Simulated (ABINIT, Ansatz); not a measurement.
# Quasiparticle gap of YScB2O6 (R-3) in ABINIT

Wanted: ground state, empty states, screening and self-energy for YScB2O6 (R-3).

Method: LDA and many-body steps on it, plane waves, in ABINIT 10.8.3.

**1. The structure**

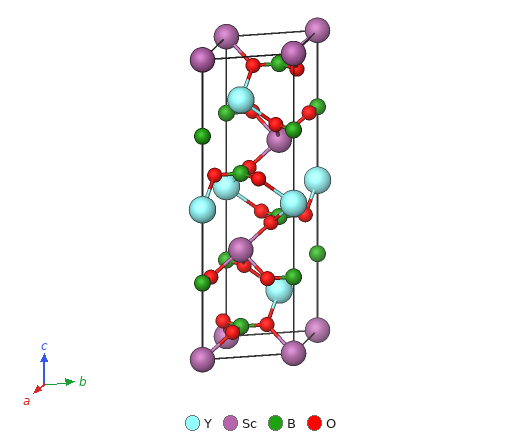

The starting structure, seen slightly off an axis (yttrium light teal, scandium purple, boron green, oxygen red). This picture shows the conventional cell, with its axes. Bonds to atoms that aren't drawn are left out. Some periodic images of atoms are drawn too.

The cell and positions are those that the Materials Project relaxed with its own functionals (PBE, PBE+U or r2SCAN), kept fixed.

**2. Ground state**

This step: ABINIT 10.8.3; DFT, LDA, plane waves, norm-conserving pseudopotentials.

The ground-state density comes first.

Input file run.abi:

```
acell 3*1.0 Angstrom
rprim 
  2.455259121368 1.417544514628 5.373024847406
  -2.455259121368 1.417544514628 5.373024847406
  0.000000000000 -2.835089029328 5.373024847387
ntypat 4
znucl 39 21 5 8
natom 10
typat 1 2 3 3 4 4 4 4 4 4
xred 
  0.500000000000 0.500000000000 0.500000000000
  0.000000000000 0.000000000000 0.000000000000
  0.255007000000 0.255007000000 0.255007000000
  0.744993000000 0.744993000000 0.744993000000
  0.233543000000 0.545880000000 0.981547000000
  0.981547000000 0.233543000000 0.545880000000
  0.545880000000 0.981547000000 0.233543000000
  0.018453000000 0.766457000000 0.454120000000
  0.454120000000 0.018453000000 0.766457000000
  0.766457000000 0.454120000000 0.018453000000
pp_dirpath "pseudos"
pseudos "Y.upf, Sc.upf, B.upf, O.upf"
ecut 36
ngkpt 6 6 6
nshiftk 1
shiftk 0 0 0
kptopt 1
chksymbreak 0
nband 41
occopt 1
tolvrs 1e-10
nstep 60
prtwf 0
optforces 0
optstress 0
indata_prefix "in"
outdata_prefix "out"
tmpdata_prefix "tmp"
```

Started as:

```console
$ OMP_NUM_THREADS=1 mpirun -n 4 abinit run.abi > log
```

Numbers of over 12 decimals in the logs are rounded to 6 here.

What it wrote:

```text
.Version 10.8.3 of ABINIT. v10.8.2 released Aug 2026.

 Symmetries : space group R-3 (#148); Bravais hR (rhombohedral)
================================================================================
 Values of the parameters that define the memory need of the present run
     intxc =       0    ionmov =       0      iscf =       7    lmnmax =       6
     lnmax =       6     mgfft =      64  mpssoang =       3    mqgrid =    3001
     natom =      10  nloc_mem =       1    nspden =       1   nspinor =       1
    nsppol =       1      nsym =       6    n1xccc =    2501    ntypat =       4
    occopt =       1   xclevel =       1
-    mband =          41        mffmem =           1         mkmem =          10
       mpw =        7878          nfft =      262144          nkpt =          40
================================================================================
  Rough estimation (10% accuracy) of disk space for files :
================================================================================

--------------------------------------------------------------------------------
------------- Echo of variables that govern the present computation ------------
--------------------------------------------------------------------------------
 -outvars: echo values of preprocessed input variables --------
            acell      1.8897261259E+00  1.8897261259E+00  1.8897261259E+00 Bohr

      chksymbreak           0
             ecut      3.60000000E+01 Hartree
-          fftalg         312

              ixc       -1012
              kpt      0.00000000E+00  0.00000000E+00  0.00000000E+00
                       1.66666667E-01  0.00000000E+00  0.00000000E+00
                       3.33333333E-01  0.00000000E+00  0.00000000E+00
                       5.00000000E-01  0.00000000E+00  0.00000000E+00
                       1.66666667E-01  1.66666667E-01  0.00000000E+00
                       3.33333333E-01  1.66666667E-01  0.00000000E+00
                       5.00000000E-01  1.66666667E-01  0.00000000E+00
                      -3.33333333E-01  1.66666667E-01  0.00000000E+00
                      -1.66666667E-01  1.66666667E-01  0.00000000E+00
   [... 29 further rows ...]
                      -3.33333333E-01  5.00000000E-01  3.33333333E-01
                       5.00000000E-01  5.00000000E-01  5.00000000E-01
         kptrlatt        6    0    0      0    6    0      0    0    6
          kptrlen      5.56772077E+01
P           mkmem          10
            natom          10
            nband          41
            ngfft          64      64      64
             nkpt          40
            nstep          60
             nsym           6
           ntypat           4
              occ      2.000000  2.000000  2.000000  2.000000  2.000000  2.000000
                       2.000000  2.000000  2.000000  2.000000  2.000000  2.000000
                       2.000000  2.000000  2.000000  2.000000  2.000000  2.000000
                       2.000000  2.000000  2.000000  2.000000  2.000000  2.000000
                       2.000000  2.000000  2.000000  2.000000  2.000000  2.000000
                       2.000000  2.000000  0.000000  0.000000  0.000000  0.000000
                       0.000000  0.000000  0.000000  0.000000  0.000000
        optforces           0
        optstress           0
            prtwf           0
            rprim      2.4552591214E+00  1.4175445146E+00  5.3730248474E+00
[...]
spgroup         148

           tolvrs      1.00000000E-10

             xred      5.0000000000E-01  5.0000000000E-01  5.0000000000E-01
[...]
znucl       39.00000   21.00000    5.00000    8.00000

================================================================================

 chkinp: Checking input parameters for consistency.

================================================================================
== DATASET  1 ==================================================================
-   mpi_nproc: 4, omp_nthreads: 1 (-1 if OMP is not activated)

--- !DatasetInfo
iteration_state: {dtset: 1, }
dimensions: {natom: 10, nkpt: 40, mband: 41, nsppol: 1, nspinor: 1, nspden: 1, mpw: 7878, }
cutoff_energies: {ecut:  36.0, pawecutdg:  -1.0, }
electrons: {nelect:   6.40000000E+01, charge:   0.00000000E+00, occopt:   1.00000000E+00, tsmear:   1.00000000E-02, }

 Real(R)+Recip(G) space primitive vectors, cartesian coordinates (Bohr,Bohr^-1):
 R(1)=  4.6397673  2.6787709 10.1535454  G(1)=  0.1077640  0.0622176  0.0328293
 R(2)= -4.6397673  2.6787709 10.1535454  G(2)= -0.1077640  0.0622176  0.0328293
 R(3)=  0.0000000 -5.3575418 10.1535454  G(3)=  0.0000000 -0.1244352  0.0328293
 Unit cell volume ucvol=  7.5718280E+02 bohr^3
 Angles (23,13,12)=  4.76757032E+01  4.76757032E+01  4.76757032E+01 degrees

 getcut: wavevector=  0.0000  0.0000  0.0000  ngfft=  64  64  64
         ecut(hartree)=     36.000   => boxcut(ratio)=   2.06454

--- Pseudopotential description ------------------------------------------------
- Y Generated using ONCVPSP code by D. R. Hamann
- 39.00000  11.00000  180309                  znucl, zion, pspdat
12 -1012 2 -1 1724                            pspcod,pspxc,lmax,lloc,mmax
     nproj     2     2     2
  pspatm : epsatm=   18.49213021
         --- l  ekb(1:nproj) -->
[...]
nproj     2     2     1
  pspatm : epsatm=    6.27558587
         --- l  ekb(1:nproj) -->
[...]
2   -1.033686
 pspatm: atomic psp has been read  and splines computed

   4.87641902E+03                                ecore*ucvol(ha*bohr**3)
--------------------------------------------------------------------------------

_setup2: Arith. and geom. avg. npw (full set) are    7810.903    7810.886

================================================================================

--- !BeginCycle
iteration_state: {dtset: 1, }
solver: {iscf: 7, nstep: 60, nline: 4, wfoptalg: 0, }
tolerances: {tolvrs: 1.00E-10, }

     iter   Etot(hartree)      deltaE(h)  residm     vres2
 ETOT  1  -194.14195681396    -1.941E+02 1.195E-01 3.414E+03
 ETOT  2  -193.89819340485     2.438E-01 5.378E-02 4.775E+03
 ETOT  3  -194.83363574976    -9.354E-01 2.558E-02 1.452E+02
 ETOT  4  -194.85098663198    -1.735E-02 1.315E-02 2.025E+01
 ETOT  5  -194.85340729777    -2.421E-03 4.245E-03 7.121E-01
 ETOT  6  -194.85351953514    -1.122E-04 5.236E-03 1.629E-03
 ETOT  7  -194.85352030513    -7.700E-07 3.723E-03 1.630E-03
 ETOT  8  -194.85352054667    -2.415E-07 3.813E-03 2.395E-04
 ETOT  9  -194.85352057464    -2.798E-08 3.346E-03 1.288E-05
 ETOT 10  -194.85352057615    -1.505E-09 2.851E-03 2.532E-07
 ETOT 11  -194.85352057623    -8.401E-11 2.865E-03 3.662E-08
 ETOT 12  -194.85352057625    -1.515E-11 2.995E-03 6.439E-10
 ETOT 13  -194.85352057624     6.480E-12 2.271E-03 1.066E-10
 ETOT 14  -194.85352057623     5.258E-12 2.148E-03 4.288E-12

 At SCF step   14       vres2   =  4.29E-12 < tolvrs=  1.00E-10 =>converged.

--- !ResultsGS
iteration_state: {dtset: 1, }
comment   : Summary of ground state results
lattice_vectors:
- [  4.6397673,   2.6787709,  10.1535454, ]
- [ -4.6397673,   2.6787709,  10.1535454, ]
- [  0.0000000,  -5.3575418,  10.1535454, ]
lattice_lengths: [  11.48032,   11.48032,   11.48032, ]
lattice_angles: [ 47.676,  47.676,  47.676, ] # degrees, (23, 13, 12)
lattice_volume:   7.5718280E+02
convergence: {deltae:  5.258E-12, res2:  4.288E-12, residm:  2.148E-03, diffor:  0.000E+00, }
etotal    :  -1.94853521E+02
entropy   :   0.00000000E+00
fermie    :   1.24673816E-01
cartesian_stress_tensor: null
pressure_GPa: null
xred      :
- [  5.0000E-01,   5.0000E-01,   5.0000E-01,  Y]
- [  0.0000E+00,   0.0000E+00,   0.0000E+00, Sc]
- [  2.5501E-01,   2.5501E-01,   2.5501E-01,  B]
- [  7.4499E-01,   7.4499E-01,   7.4499E-01,  B]
- [  2.3354E-01,   5.4588E-01,   9.8155E-01,  O]
- [  9.8155E-01,   2.3354E-01,   5.4588E-01,  O]
- [  5.4588E-01,   9.8155E-01,   2.3354E-01,  O]
- [  1.8453E-02,   7.6646E-01,   4.5412E-01,  O]
- [  4.5412E-01,   1.8453E-02,   7.6646E-01,  O]
- [  7.6646E-01,   4.5412E-01,   1.8453E-02,  O]
cartesian_forces: null
force_length_stats: {min: null, max: null, mean: null, }

 Integrated electronic density in atomic spheres:
 ------------------------------------------------
 Atom  Sphere_radius  Integrated_density
[...]
================================================================================

 ----iterations are completed or convergence reached----

 Mean square residual over all n,k,spin=   11.292E-06; max=  21.484E-04
 reduced coordinates (array xred) for   10 atoms
[...]
0.981547000000      0.233543000000      0.545880000000
       0.545880000000      0.981547000000      0.233543000000
       0.018453000000      0.766457000000      0.454120000000
       0.454120000000      0.018453000000      0.766457000000
       0.766457000000      0.454120000000      0.018453000000
 rms dE/dt=  0.0000E+00; max dE/dt=  0.0000E+00; dE/dt below (all hartree)
    1       0.000000000000      0.000000000000      0.000000000000
    2       0.000000000000      0.000000000000      0.000000000000
    3       0.000000000000      0.000000000000      0.000000000000
    4       0.000000000000      0.000000000000      0.000000000000
    5       0.000000000000      0.000000000000      0.000000000000
    6       0.000000000000      0.000000000000      0.000000000000
    7       0.000000000000      0.000000000000      0.000000000000
    8       0.000000000000      0.000000000000      0.000000000000
    9       0.000000000000      0.000000000000      0.000000000000
   10       0.000000000000      0.000000000000      0.000000000000

 cartesian coordinates (angstrom) at end:
[...]
6      1.836544     0.174826     9.461736
    7     -1.069675     1.503081     9.461736
    8     -1.836544    -0.174826     6.657339
    9      1.069675    -1.503081     6.657339
   10      0.766868     1.677906     6.657339
 length scales=  1.889726125908  1.889726125908  1.889726125908 bohr
              =  1.000000000000  1.000000000000  1.000000000000 angstroms
 prteigrs : about to open file out_EIG
 Fermi (or HOMO) energy (hartree) =   0.12467   Average Vxc (hartree)=  -0.40741
 Eigenvalues (hartree) for nkpt=  40  k points:
 kpt#   1, nband= 41, wtk=  0.00463, kpt=  0.0000  0.0000  0.0000 (reduced coord)
  -1.60525   -1.34836   -0.83258   -0.83258   -0.83090   -0.62538   -0.62310   -0.62310
  -0.54964   -0.51264   -0.48869   -0.48869   -0.46666   -0.46666   -0.07692   -0.07595
  -0.06305   -0.05949   -0.05949   -0.03389   -0.03389    0.03133    0.03133    0.03758
   0.07923    0.07986    0.07986    0.08720    0.08720    0.11153    0.11540    0.11540
   0.30289    0.30289    0.30578    0.33328    0.33978    0.33979    0.36220    0.36842
   0.39637
 prteigrs : prtvol=0 or 1, do not print more k-points.

--- !EnergyTerms
iteration_state     : {dtset: 1, }
comment             : Components of total free energy in Hartree
kinetic             :  9.98154524643688E+01
hartree             :  4.42337538739210E+01
xc                  : -4.32688955851868E+01
Ewald energy        : -1.40285959564156E+02
psp_core            :  6.44021366427822E+00
local_psp           : -1.52060073779704E+02
non_local_psp       : -9.72801164975616E+00
total_energy        : -1.94853520576235E+02
total_energy_eV     : -5.30223440978913E+03
band_energy         : -1.97311490430123E+01

== END DATASET(S) ==============================================================
================================================================================

 -outvars: echo values of variables after computation  --------
           etotal     -1.9485352058E+02
            nband          41
             nkpt          40
          spgroup         148
 [... the other variables as echoed above ...]

 Calculation completed.
```

Wall time 3.7 min (4 MPI ranks of Arm Neoverse V1, shared host); peak memory 0.67 GiB; 15 min of CPU time.

Numbers from this step:

| Item | Value |
| --- | --- |
| total energy | -5302.2344 eV |
| gap | 4.393 eV |
| k of the valence top | 0.5, 0.5, 0 |
| k of the conduction bottom | 0.5, 0.5, 0 |
| least direct gap | 4.393 eV |

The gap is direct, at (0.500, 0.500, 0.000).

(Continued in part 2 of 3.)

[Paths, hosts, dates, memory and timing lines, banners, echoed tables and standing remarks are left out of the program output.]

[Logs are printed without paths, hosts, clocks, repeated set-up lines and the standing remarks that a program may print on its own settings, such as how far it seeks lower states.]

[Runs of the session that timed out or met a known fault of the program may be left out.]

[Hosts, paths, dates, database ids (printed as entryN), source tags and the programs' standing remarks are cut or masked in the printed files.]

[G0W0 gaps are taken among the corrected bands and points alone; a level outside them can change the order at an edge.]

[Where Ansatz stands beside ABINIT at settings called matched, ABINIT's density can come from a denser mesh and the files from another edition; pairs whose starting gaps differed by over 0.03 eV were left out, so agreement reads better than it is.]
